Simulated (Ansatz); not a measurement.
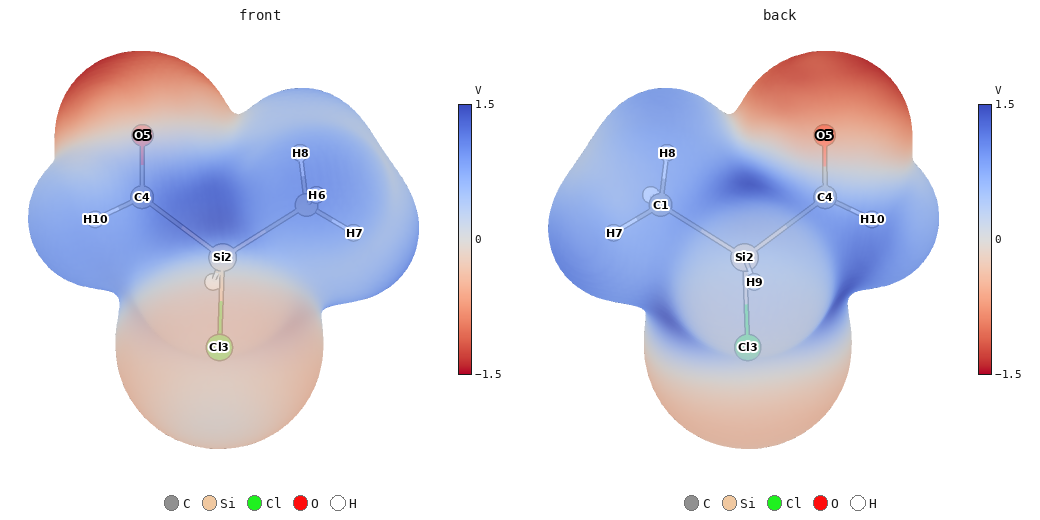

Figure. C₂H₅ClOSi. The molecular electrostatic potential painted on the density surface at 0.002 e/bohr³, seen from the front and from behind; red is negative and blue positive.

Method: Ansatz, UKS PBE0-D4/def2-SVP.

Input

```
crystal:
  periodic: [false, false, false]
  atoms:
    - { symbol: C, position_ang: [-0.6792, 1.1831, 0.1221] }
    - { symbol: Si, position_ang: [-0.2032, -0.4604, -0.4383] }
    - { symbol: Cl, position_ang: [0.3859, -0.3303, -2.4117] }
    - { symbol: C, position_ang: [1.2578, -1.1624, 0.5922] }
    - { symbol: O, position_ang: [1.2709, -0.8695, 1.7584] }
    - { symbol: H, position_ang: [0.1075, 1.9505, 0.0819] }
    - { symbol: H, position_ang: [-1.494, 1.6257, -0.5279] }
    - { symbol: H, position_ang: [-1.0725, 1.2228, 1.1284] }
    - { symbol: H, position_ang: [-1.3737, -1.3509, -0.4202] }
    - { symbol: H, position_ang: [1.8836, -1.8597, 0.118] }
magnetization:
  spin_polarized: true
basis:
  gaussian: { orbitals: def2-SVP }
hamiltonian:
  xc: pbe0
  dispersion: d4
relax:
  f_tol: 0.02
  max_steps: 50
output:
  orbitals: {}
```

Command:

```sh
ansatz run input.yaml --threads 2 --pin off --max-ram 3072MiB --backend cpu --events-out ev --progress --plain --runs-dir out
```

The fields are those of the relaxed geometry.

**Describe the electrostatic potential map.**

The most negative region (about −1.3 V) lies over O5, the most positive (about +1.4 V) over Si2. O5 is the likeliest acceptor of a hydrogen bond.
